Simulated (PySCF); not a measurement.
# SiH3Cl (chlorosilane) at M06-2X/STO-3G

Aim: the vertical ionisation energy of SiH3Cl (chlorosilane) at M06-2X/STO-3G, from 2 runs. Input form: a Python script.

The results are computed with PySCF 2.14.0.

9 further runs of the same task are left out: 9 set aside as unsound or not needed.

## (1) Starting point

The species is SiH3Cl (5 atoms), meant as a singlet with charge 0. As SMILES, `[SiH3]Cl`. The shape is that of a PBE0-D4/def2-TZVP optimisation.

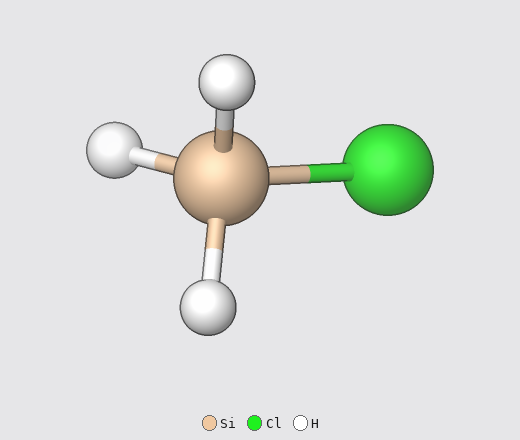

Viewed from a chosen angle; silicon light orange, chlorine green, hydrogen white.

## (2) The energy at M06-2X/STO-3G

The input, run.py:

```python
from pyscf import gto, dft

mol = gto.M(
    atom='''
Si    -0.211649     0.035149    -0.058393
Cl     3.473884    -0.970374     0.623421
H     -1.796941    -0.922753     2.039203
H     -1.010437    -1.106813    -2.484801
H     -0.360560     2.825896    -0.197854
''',
    verbose=4,
    unit='bohr',
    max_memory=1860,
    spin=0,
    charge=0,
    basis='sto-3g',
)

ks = dft.RKS(mol, xc='m06-2x')
ks.grids.level = 5
ks.conv_tol = 1e-10
ks.kernel()
if not ks.converged:
    ks = ks.newton().run(ks.mo_coeff, ks.mo_occ)

etot = ks.e_tot
print(f'total energy: {etot:.8f} hartree')
```

The run is started by

```console
OMP_NUM_THREADS=1 python run.py
```

What it wrote:

```text
PySCF version 2.14.0

[INPUT] num. atoms = 5
[INPUT] num. electrons = 34
[INPUT] charge = 0
[INPUT] spin (= nelec alpha-beta = 2S) = 0
[INPUT] symmetry False subgroup None
[INPUT] Mole.unit = bohr
[INPUT] Symbol           X                Y                Z      unit          X                Y                Z       unit  Magmom
[INPUT]  1 Si    -0.111999827514   0.018600049787  -0.030900244877 AA   -0.211649000000   0.035149000000  -0.058393000000 Bohr   0.0
[INPUT]  2 Cl     1.838300246180  -0.513499806869   0.329900186009 AA    3.473884000000  -0.970374000000   0.623421000000 Bohr   0.0
[INPUT]  3 H     -0.950900226568  -0.488299858908   1.079099756040 AA   -1.796941000000  -0.922753000000   2.039203000000 Bohr   0.0
[INPUT]  4 H     -0.534700233470  -0.585700216350  -1.314900062871 AA   -1.010437000000  -1.106813000000  -2.484801000000 Bohr   0.0
[INPUT]  5 H     -0.190800135169   1.495399763630  -0.104699827889 AA   -0.360560000000   2.825896000000  -0.197854000000 Bohr   0.0

nuclear repulsion = 86.3372142270091
number of shells = 13
number of NR pGTOs = 63
number of NR cGTOs = 21
basis = sto-3g
ecp = {}

******** <class 'pyscf.dft.rks.RKS'> ********
method = RKS
initial guess = minao
damping factor = 0
level_shift factor = 0
DIIS = <class 'pyscf.scf.diis.CDIIS'>
diis_start_cycle = 1
diis_space = 8
diis_damp = 0
SCF conv_tol = 1e-10
SCF conv_tol_grad = None
SCF max_cycles = 50
direct_scf = True
direct_scf_tol = 1e-13
XC library pyscf.dft.libxc version 7.0.0
    S. Lehtola, C. Steigemann, M. J.T. Oliveira, and M. A.L. Marques.,  SoftwareX 7, 1–5 (2018)
XC functionals = m06-2x
    Y. Zhao and D. G. Truhlar.,  Theor. Chem. Acc. 120, 215 (2008)
    Y. Zhao and D. G. Truhlar.,  Theor. Chem. Acc. 120, 215 (2008)
radial grids:
    Treutler-Ahlrichs [JCP 102, 346 (1995); DOI:10.1063/1.469408] (M4) radial grids

becke partition: Becke, JCP 88, 2547 (1988); DOI:10.1063/1.454033
pruning grids: <function nwchem_prune>
grids dens level: 5
symmetrized grids: False
atomic radii adjust function: <function treutler_atomic_radii_adjust>
small_rho_cutoff = 0
Set gradient conv threshold to 1e-05
Initial guess from minao.
tot grids = 157224
init E= -742.614525275728
  HOMO = -0.362192976637362  LUMO = 0.11307260542827  gap/eV = 12.93264
cycle= 1 E= -743.154251437716  delta_E= -0.54  |g|= 0.232  |ddm|= 2.22
  HOMO = -0.253990787462198  LUMO = 0.183647655393136  gap/eV = 11.90875
cycle= 2 E= -743.181303453548  delta_E= -0.0271  |g|= 0.106  |ddm|= 0.802
  HOMO = -0.288702089194585  LUMO = 0.206305945892611  gap/eV = 13.46985
cycle= 3 E= -743.18620844414  delta_E= -0.0049  |g|= 0.00473  |ddm|= 0.214
  HOMO = -0.293163643298339  LUMO = 0.204716733803497  gap/eV = 13.54802
cycle= 4 E= -743.186223815644  delta_E= -1.54e-05  |g|= 0.000895  |ddm|= 0.014
  HOMO = -0.292624173538195  LUMO = 0.205160608833751  gap/eV = 13.54541
cycle= 5 E= -743.18622436884  delta_E= -5.53e-07  |g|= 4.24e-05  |ddm|= 0.00295
  HOMO = -0.292639524265994  LUMO = 0.20512058438767  gap/eV = 13.54474
cycle= 6 E= -743.186224370053  delta_E= -1.21e-09  |g|= 3.29e-06  |ddm|= 0.00013
  HOMO = -0.292639059021817  LUMO = 0.205120323218979  gap/eV = 13.54472
cycle= 7 E= -743.186224370061  delta_E= -7.96e-12  |g|= 2.86e-07  |ddm|= 1.12e-05
  HOMO = -0.292639147883737  LUMO = 0.20512036906054  gap/eV = 13.54473
Extra cycle  E= -743.186224370062  delta_E= -6.82e-13  |g|= 1.05e-07  |ddm|= 9.39e-07
converged SCF energy = -743.186224370062
total energy: -743.18622437 hartree
```

Wall time 4.5 s (1 thread of Arm Neoverse V1, shared host); peak memory 0.21 GiB.

## (3) The doublet cation at the same level

The input, calc.py:

```python
from pyscf import gto, dft

mol = gto.M(
    atom='''
Si    -0.112000     0.018600    -0.030900
Cl     1.838300    -0.513500     0.329900
H     -0.950900    -0.488300     1.079100
H     -0.534700    -0.585700    -1.314900
H     -0.190800     1.495400    -0.104700
''',
    verbose=4,
    max_memory=1860,
    basis='sto-3g',
    charge=1,
    spin=1,
)

ks = dft.UKS(mol, xc='m06-2x')
ks.conv_tol = 1e-10
ks.grids.level = 5
ks.kernel()
if not ks.converged:
    ks = ks.newton().run(ks.mo_coeff, ks.mo_occ)

e_tot = ks.e_tot
print('E(%s) = %.9f' % ('M06-2X', e_tot))
```

The run is started by

```console
OMP_NUM_THREADS=1 python calc.py
```

What it wrote:

```text
PySCF version 2.14.0

[INPUT] num. atoms = 5
[INPUT] num. electrons = 33
[INPUT] charge = 1
[INPUT] spin (= nelec alpha-beta = 2S) = 1
[INPUT] symmetry False subgroup None
[INPUT] Mole.unit = angstrom
[INPUT] Symbol           X                Y                Z      unit          X                Y                Z       unit  Magmom
[INPUT]  1 Si    -0.112000000000   0.018600000000  -0.030900000000 AA   -0.211649325951   0.035148905917  -0.058392537249 Bohr   0.0
[INPUT]  2 Cl     1.838300000000  -0.513500000000   0.329900000000 AA    3.473883534788  -0.970374364964   0.623420648494 Bohr   0.0
[INPUT]  3 H     -0.950900000000  -0.488300000000   1.079100000000 AA   -1.796940571849  -0.922753266625   2.039203461018 Bohr   0.0
[INPUT]  4 H     -0.534700000000  -0.585700000000  -1.314900000000 AA   -1.010436558805  -1.106812591158  -2.484800881191 Bohr   0.0
[INPUT]  5 H     -0.190800000000   1.495400000000  -0.104700000000 AA   -0.360559744567   2.825896446675  -0.197854325242 Bohr   0.0

nuclear repulsion = 86.3372182574061
number of shells = 13
number of NR pGTOs = 63
number of NR cGTOs = 21
basis = sto-3g
ecp = {}

******** <class 'pyscf.dft.uks.UKS'> ********
method = UKS
initial guess = minao
damping factor = 0
level_shift factor = 0
DIIS = <class 'pyscf.scf.diis.CDIIS'>
diis_start_cycle = 1
diis_space = 8
diis_damp = 0
SCF conv_tol = 1e-10
SCF conv_tol_grad = None
SCF max_cycles = 50
direct_scf = True
direct_scf_tol = 1e-13
number electrons alpha = 17  beta = 16
XC library pyscf.dft.libxc version 7.0.0
    S. Lehtola, C. Steigemann, M. J.T. Oliveira, and M. A.L. Marques.,  SoftwareX 7, 1–5 (2018)
XC functionals = m06-2x
    Y. Zhao and D. G. Truhlar.,  Theor. Chem. Acc. 120, 215 (2008)
    Y. Zhao and D. G. Truhlar.,  Theor. Chem. Acc. 120, 215 (2008)
radial grids:
    Treutler-Ahlrichs [JCP 102, 346 (1995); DOI:10.1063/1.469408] (M4) radial grids

becke partition: Becke, JCP 88, 2547 (1988); DOI:10.1063/1.454033
pruning grids: <function nwchem_prune>
grids dens level: 5
symmetrized grids: False
atomic radii adjust function: <function treutler_atomic_radii_adjust>
small_rho_cutoff = 0
Set gradient conv threshold to 1e-05
tot grids = 157224
init E= -742.614525383987
[... the frontier-level lines of each cycle are left out ...]



cycle= 1 E= -742.700945554012  delta_E= -0.0864  |g|= 0.25  |ddm|= 1.62
cycle= 2 E= -742.717385691656  delta_E= -0.0164  |g|= 0.298  |ddm|= 1.24
cycle= 3 E= -742.804316559905  delta_E= -0.0869  |g|= 0.047  |ddm|= 0.543
cycle= 4 E= -742.807246157092  delta_E= -0.00293  |g|= 0.016  |ddm|= 0.118
cycle= 5 E= -742.807823308635  delta_E= -0.000577  |g|= 0.00354  |ddm|= 0.072
cycle= 6 E= -742.807879763928  delta_E= -5.65e-05  |g|= 0.00209  |ddm|= 0.0252
cycle= 7 E= -742.807888842859  delta_E= -9.08e-06  |g|= 0.000403  |ddm|= 0.00999
cycle= 8 E= -742.807889159132  delta_E= -3.16e-07  |g|= 7.26e-05  |ddm|= 0.00164
cycle= 9 E= -742.807889170717  delta_E= -1.16e-08  |g|= 2.14e-05  |ddm|= 0.000401
cycle= 10 E= -742.807889172118  delta_E= -1.4e-09  |g|= 7.14e-06  |ddm|= 0.000117
cycle= 11 E= -742.807889172574  delta_E= -4.57e-10  |g|= 3.82e-06  |ddm|= 7.58e-05
cycle= 12 E= -742.807889172803  delta_E= -2.29e-10  |g|= 3.26e-06  |ddm|= 5.41e-05
cycle= 13 E= -742.80788917305  delta_E= -2.47e-10  |g|= 3.14e-06  |ddm|= 6.35e-05
cycle= 14 E= -742.80788917308  delta_E= -3.02e-11  |g|= 3.13e-06  |ddm|= 7.96e-06
Extra cycle  E= -742.807889173192  delta_E= -1.12e-10  |g|= 3.12e-06  |ddm|= 2.89e-05
converged SCF energy = -742.807889173192  <S^2> = 0.75353601  2S+1 = 2.0035329
E(M06-2X) = -742.807889173
```

Run time: 9.6 s. Hardware: 1 thread of Arm Neoverse V1, shared host; peak memory 0.22 GiB.

## (4) Results

Level: M06-2X/STO-3G.

| quantity | value |
| --- | --- |
| singlet SiH3Cl: total energy | -743.18622 Eh |
| singlet SiH3Cl: dipole moment | 2.63 D |
| singlet SiH3Cl: HOMO energy | -7.96 eV |
| singlet SiH3Cl: LUMO energy | 5.58 eV |
| singlet SiH3Cl: HOMO–LUMO gap | 13.54 eV |
| doublet cation: total energy | -742.80789 Eh |
| doublet cation: HOMO energy (highest over α and β) | -16.45 eV |
| doublet cation: LUMO energy (lowest over α and β) | -12.57 eV |
| doublet cation: ⟨S²⟩ | 0.754 |
| vertical ionisation energy (to the doublet cation) | 10.295 eV |

In words: The vertical ionisation energy comes to 10.30 eV (237 kcal/mol). −ε(HOMO) before ionisation, 7.96 eV, is 2.33 eV below this ionisation energy. In a minimal basis such a difference can be off by several eV, whatever the method. Mulliken charges (doublet cation) run from +0.02 on H5 to +0.70 on Si1.
